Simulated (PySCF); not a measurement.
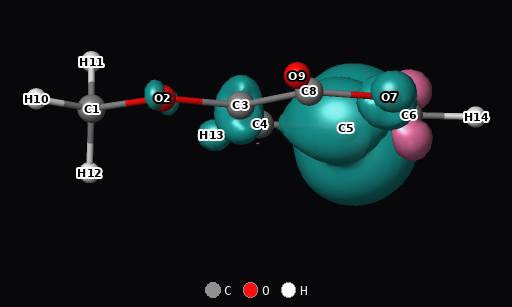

C6H5O3 (doublet). Isosurfaces of the spin density (α minus β) at +0.03 (teal) and −0.03 e/Å³ (pink), seen from one side.

Geometry: GFN2-xTB.

Method: UKS B3LYP, pcH-1 on C H O, non-relativistic, mean-field spin-orbit, GIAO (PySCF).

```xyz
14

C     2.2877   -0.1190    0.6938
O     1.1753    0.7446    0.6559
C     0.0310    0.2982    0.1164
C    -0.1838   -0.9299   -0.4452
C    -1.4623   -1.1847   -0.9441
C    -2.4636   -0.3160   -0.9043
O    -2.2574    0.9179   -0.3598
C    -1.0625    1.2955    0.1636
O    -0.9478    2.3989    0.6319
H     3.0799    0.4424    1.1851
H     2.0685   -1.0230    1.2709
H     2.6097   -0.3977   -0.3147
H     0.5934   -1.6756   -0.5084
H    -3.4689   -0.4520   -1.2633
```

Question: Where is the unpaired spin?

Answer: The unpaired spin (1 electron) lies mostly on C5 (about 0.8), in electrons by Hirshfeld's partition.
